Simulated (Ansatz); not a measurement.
# BSi2N2H9: nudged elastic band (part 2 of 2)

The same run, continued: BSi2N2H9, SMILES NB(N)[SiH2][SiH3]; RKS PBE0/6-31G* (Ansatz 0.2.0). It belongs to a series of runs on one base structure; here: band between the two ends.

Geometry of the input (Å):
```
N  -1.6235  0.8147  -0.6827
B  -0.8384  -0.3595  -0.7622
N  -0.8590  -1.1979  -1.9001
Si 0.3762  -0.8393  0.7965
Si 1.6915  0.9944  1.4175
H  -2.2582  1.1173  -1.4081
H  -1.6182  1.4251  0.1180
H  -1.4259  -1.0260  -2.7185
H  -0.3035  -2.0340  -1.9700
H  1.2887  -1.9816  0.4683
H  -0.3927  -1.2575  2.0120
H  2.5545  1.4448  0.2856
H  0.8171  2.1504  1.7862
H  2.5785  0.7198  2.5864
```

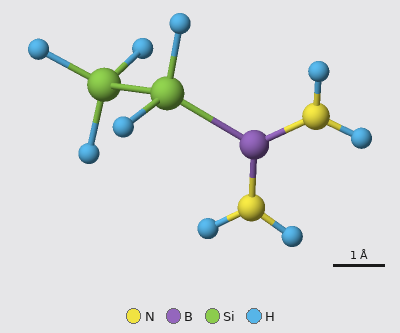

The starting structure (ball-and-stick view, seen at a tilt).

```
Total energy: -19547.84000025 eV, -718.3698700074 hartree
Atom 0 at    -1.909843     0.643062    -0.450854 Å, force     0.006088    -0.001298    -0.001667 eV/Å
Atom 1 at    -0.924149    -0.339426    -0.702340 Å, force    -0.003779    -0.004190     0.001441 eV/Å
Atom 2 at    -0.832663    -1.002289    -1.947751 Å, force     0.002353     0.002239     0.000647 eV/Å
Atom 3 at     0.423304    -0.814262     0.745005 Å, force    -0.001145     0.001710    -0.001507 eV/Å
Atom 4 at     1.844475     0.976760     1.305815 Å, force     0.001732    -0.001579     0.000528 eV/Å
Atom 5 at    -2.600560     0.930685    -1.129374 Å, force    -0.000808     0.001646     0.002134 eV/Å
Atom 6 at    -1.991249     1.129123     0.426488 Å, force    -0.002929     0.001811    -0.001623 eV/Å
Atom 7 at    -1.449679    -0.825205    -2.727943 Å, force     0.000603    -0.001636     0.000834 eV/Å
Atom 8 at    -0.145601    -1.712962    -2.136303 Å, force    -0.002507     0.000024    -0.000415 eV/Å
Atom 9 at     1.289966    -1.960363     0.320029 Å, force     0.001367     0.001373    -0.000153 eV/Å
Atom 10 at    -0.240904    -1.251542     2.014201 Å, force    -0.000854    -0.000450    -0.000688 eV/Å
Atom 11 at     3.275289     0.660153     1.020015 Å, force     0.000815     0.001683     0.000100 eV/Å
Atom 12 at     1.503861     2.211289     0.537175 Å, force    -0.000900    -0.001039     0.000170 eV/Å
Atom 13 at     1.744855     1.325676     2.754639 Å, force    -0.000034    -0.000296     0.000200 eV/Å
Dipole moment:    -0.439841     0.047173    -0.439807 e Å
this run last wrote the band of iteration 13 to [file]
```

The last band as extended XYZ (Å, eV, eV/Å):
```
14
Properties=species:S:1:pos:R:3:forces:R:3 image=0 energy=-19547.90024
N    -1.6235    0.8147   -0.6827   -0.0021   0.0052  -0.0002
B    -0.8384   -0.3595   -0.7622    0.0034  -0.0087  -0.0019
N    -0.8590   -1.1979   -1.9001   -0.0035  -0.0026   0.0025
Si    0.3762   -0.8393    0.7965    0.0010   0.0004  -0.0062
Si    1.6915    0.9944    1.4175   -0.0003   0.0004   0.0059
H    -2.2582    1.1173   -1.4081    0.0043   0.0003   0.0009
H    -1.6182    1.4251    0.1180    0.0006  -0.0035  -0.0062
H    -1.4259   -1.0260   -2.7185   -0.0033   0.0047   0.0018
H    -0.3035   -2.0340   -1.9700    0.0034   0.0022   0.0055
H     1.2887   -1.9816    0.4683   -0.0027   0.0013  -0.0037
H    -0.3927   -1.2575    2.0120    0.0014  -0.0014   0.0025
H     2.5545    1.4448    0.2856   -0.0006   0.0001  -0.0024
H     0.8171    2.1504    1.7862   -0.0026   0.0035   0.0007
H     2.5785    0.7198    2.5864    0.0009  -0.0019   0.0005
14
Properties=species:S:1:pos:R:3:forces:R:3 image=1 energy=-19547.89071
N    -1.7440    0.7532   -0.6286    0.0104  -0.0041   0.0010
B    -0.8666   -0.3493   -0.7525    0.0041  -0.0021  -0.0052
N    -0.8174   -1.1380   -1.9245    0.0024   0.0134   0.0250
Si    0.3704   -0.8115    0.7939    0.0006  -0.0037   0.0034
Si    1.7519    0.9838    1.3910   -0.0044   0.0013   0.0001
H    -2.3975    1.0349   -1.3453   -0.0002   0.0056  -0.0038
H    -1.7878    1.3289    0.1958   -0.0010   0.0065  -0.0040
H    -1.3910   -0.9725   -2.7394    0.0024  -0.0096  -0.0095
H    -0.1962   -1.9232   -2.0241   -0.0062  -0.0080  -0.0104
H     1.2552   -1.9772    0.4715   -0.0015  -0.0002   0.0027
H    -0.3917   -1.1964    2.0248   -0.0024   0.0003   0.0006
H     2.8064    1.2187    0.3602   -0.0092   0.0076  -0.0054
H     0.9598    2.2466    1.5044   -0.0068  -0.0020   0.0116
H     2.4357    0.7728    2.7014    0.0118  -0.0050  -0.0063
14
Properties=species:S:1:pos:R:3:forces:R:3 image=2 energy=-19547.87086
N    -1.8273    0.6973   -0.5691    0.0087  -0.0023  -0.0045
B    -0.8870   -0.3454   -0.7397    0.0021  -0.0026   0.0017
N    -0.7972   -1.0803   -1.9437    0.0024   0.0042   0.0041
Si    0.3758   -0.8010    0.7885   -0.0017   0.0005   0.0014
Si    1.7953    0.9785    1.3599    0.0033   0.0018  -0.0007
H    -2.4926    0.9751   -1.2765    0.0006   0.0039  -0.0018
H    -1.9017    1.2363    0.2776   -0.0010   0.0061  -0.0046
H    -1.3833   -0.9146   -2.7498    0.0031  -0.0047  -0.0014
H    -0.1386   -1.8293   -2.0762   -0.0017  -0.0054  -0.0008
H     1.2429   -1.9793    0.4645   -0.0023  -0.0002   0.0066
H    -0.3740   -1.1673    2.0325   -0.0048   0.0014   0.0008
H     3.0211    0.9906    0.5073   -0.0116   0.0099  -0.0150
H     1.1140    2.2950    1.1696   -0.0093  -0.0018   0.0179
H     2.2397    0.9151    2.7840    0.0122  -0.0107  -0.0035
14
Properties=species:S:1:pos:R:3:forces:R:3 image=3 energy=-19547.84962
N    -1.8777    0.6622   -0.5100    0.0013   0.0018  -0.0022
B    -0.9058   -0.3430   -0.7229    0.0034  -0.0016  -0.0027
N    -0.8056   -1.0355   -1.9512    0.0014  -0.0009  -0.0032
Si    0.3954   -0.8044    0.7708   -0.0021   0.0000  -0.0003
Si    1.8239    0.9773    1.3325    0.0007   0.0020   0.0011
H    -2.5550    0.9446   -1.2041    0.0021  -0.0001  -0.0023
H    -1.9618    1.1718    0.3537    0.0006   0.0015  -0.0032
H    -1.4070   -0.8652   -2.7450    0.0010  -0.0012   0.0024
H    -0.1288   -1.7623   -2.1132    0.0001  -0.0013   0.0040
H     1.2600   -1.9736    0.4095   -0.0021  -0.0008   0.0045
H    -0.3211   -1.1950    2.0268   -0.0036   0.0032   0.0020
H     3.1820    0.8006    0.7377   -0.0053   0.0051  -0.0129
H     1.2919    2.2814    0.8345   -0.0087   0.0017   0.0122
H     1.9965    1.1118    2.8097    0.0112  -0.0095   0.0006
14
Properties=species:S:1:pos:R:3:forces:R:3 image=4 energy=-19547.83997
N    -1.9098    0.6431   -0.4509    0.0061  -0.0013  -0.0017
B    -0.9241   -0.3394   -0.7023   -0.0038  -0.0042   0.0014
N    -0.8327   -1.0023   -1.9478    0.0024   0.0022   0.0006
Si    0.4233   -0.8143    0.7450   -0.0011   0.0017  -0.0015
Si    1.8445    0.9768    1.3058    0.0017  -0.0016   0.0005
H    -2.6006    0.9307   -1.1294   -0.0008   0.0016   0.0021
H    -1.9912    1.1291    0.4265   -0.0029   0.0018  -0.0016
H    -1.4497   -0.8252   -2.7279    0.0006  -0.0016   0.0008
H    -0.1456   -1.7130   -2.1363   -0.0025   0.0000  -0.0004
H     1.2900   -1.9604    0.3200    0.0014   0.0014  -0.0002
H    -0.2409   -1.2515    2.0142   -0.0009  -0.0004  -0.0007
H     3.2753    0.6602    1.0200    0.0008   0.0017   0.0001
H     1.5039    2.2113    0.5372   -0.0009  -0.0010   0.0002
H     1.7449    1.3257    2.7546    0.0000  -0.0003   0.0002
14
Properties=species:S:1:pos:R:3:forces:R:3 image=5 energy=-19547.84896
N    -1.9006    0.6530   -0.4438    0.0051  -0.0014  -0.0003
B    -0.9264   -0.3408   -0.6955   -0.0003  -0.0036   0.0045
N    -0.8467   -1.0099   -1.9385   -0.0027   0.0059  -0.0019
Si    0.4380   -0.8235    0.7330    0.0032   0.0012  -0.0050
Si    1.8338    0.9807    1.3070    0.0025   0.0016   0.0014
H    -2.5918    0.9437   -1.1206   -0.0021   0.0005   0.0039
H    -1.9765    1.1406    0.4330   -0.0022   0.0011   0.0027
H    -1.4630   -0.8289   -2.7184   -0.0021  -0.0008   0.0020
H    -0.1636   -1.7241   -2.1281   -0.0020  -0.0003  -0.0003
H     1.3162   -1.9447    0.2669    0.0021   0.0017  -0.0053
H    -0.1959   -1.2996    2.0036    0.0034  -0.0050  -0.0008
H     3.2703    0.5805    1.3827   -0.0035  -0.0018   0.0145
H     1.7345    2.0902    0.3124    0.0098  -0.0065  -0.0075
H     1.4588    1.5536    2.6349   -0.0113   0.0074  -0.0080
14
Properties=species:S:1:pos:R:3:forces:R:3 image=6 energy=-19547.87094
N    -1.8737    0.6700   -0.4449    0.0030  -0.0013   0.0024
B    -0.9194   -0.3436   -0.6948   -0.0025  -0.0005   0.0018
N    -0.8609   -1.0250   -1.9323   -0.0015   0.0021   0.0025
Si    0.4544   -0.8337    0.7215    0.0040  -0.0008  -0.0026
Si    1.8133    0.9858    1.3145    0.0001   0.0007   0.0003
H    -2.5694    0.9615   -1.1167   -0.0009   0.0011   0.0053
H    -1.9384    1.1626    0.4302    0.0007   0.0001   0.0035
H    -1.4806   -0.8421   -2.7090   -0.0032   0.0009   0.0008
H    -0.1885   -1.7495   -2.1209   -0.0034   0.0005  -0.0034
H     1.3492   -1.9304    0.2292    0.0038   0.0017  -0.0070
H    -0.1623   -1.3416    1.9885    0.0054  -0.0058  -0.0027
H     3.1741    0.5618    1.7592   -0.0056   0.0001   0.0199
H     1.9897    1.9305    0.1718    0.0142  -0.0096  -0.0077
H     1.1995    1.7646    2.4324   -0.0142   0.0107  -0.0132
14
Properties=species:S:1:pos:R:3:forces:R:3 image=7 energy=-19547.89195
N    -1.8226    0.6951   -0.4486    0.0019   0.0008   0.0033
B    -0.9027   -0.3493   -0.7017   -0.0007  -0.0043   0.0047
N    -0.8888   -1.0512   -1.9286   -0.0020  -0.0011  -0.0025
Si    0.4783   -0.8495    0.7040    0.0010  -0.0008  -0.0015
Si    1.7810    0.9933    1.3308    0.0022   0.0012   0.0011
H    -2.5281    0.9919   -1.1077   -0.0024   0.0026   0.0007
H    -1.8551    1.2024    0.4201    0.0048  -0.0014   0.0029
H    -1.5199   -0.8637   -2.6949   -0.0047   0.0030  -0.0010
H    -0.2374   -1.7936   -2.1219   -0.0012   0.0004   0.0009
H     1.4005   -1.9154    0.1950    0.0039   0.0001  -0.0043
H    -0.1332   -1.3938    1.9585    0.0031  -0.0036  -0.0035
H     2.9930    0.6088    2.1133   -0.0069   0.0029   0.0120
H     2.2390    1.7614    0.1353    0.0093  -0.0058  -0.0022
H     0.9831    1.9342    2.1751   -0.0083   0.0062  -0.0106
14
Properties=species:S:1:pos:R:3:forces:R:3 image=8 energy=-19547.90035
N    -1.7396    0.7306   -0.4580    0.0018   0.0024   0.0029
B    -0.8761   -0.3596   -0.7179   -0.0035  -0.0061   0.0014
N    -0.9426   -1.0951   -1.9229   -0.0033   0.0000   0.0023
Si    0.5184   -0.8695    0.6709   -0.0040   0.0004   0.0059
Si    1.7342    1.0083    1.3590    0.0063  -0.0042  -0.0054
H    -2.4629    1.0377   -1.0926   -0.0027   0.0033  -0.0041
H    -1.7074    1.2664    0.3936    0.0047  -0.0026  -0.0031
H    -1.6000   -0.9036   -2.6657   -0.0013   0.0007  -0.0022
H    -0.3321   -1.8699   -2.1212    0.0029  -0.0007  -0.0005
H     1.4831   -1.8894    0.1472    0.0005   0.0027  -0.0015
H    -0.0923   -1.4684    1.9007    0.0018  -0.0014  -0.0020
H     2.7523    0.7029    2.4070    0.0007   0.0007   0.0041
H     2.4419    1.6397    0.2061   -0.0001   0.0029  -0.0008
H     0.8104    2.0406    1.9225   -0.0036   0.0020   0.0030
```

Summary:

| quantity | value |
| --- | --- |
| outcome | converged |
| barrier, forward | 0.060 eV |
| barrier, backward | 0.060 eV |
| hardware | 2 threads of Arm Neoverse V1, 24 GiB of memory available, shared host |
| wall time | 5.3 min (CPU time 10 min) |
| peak memory | 0.23 GiB |

Remarks:

The order of the saddle point was not checked.
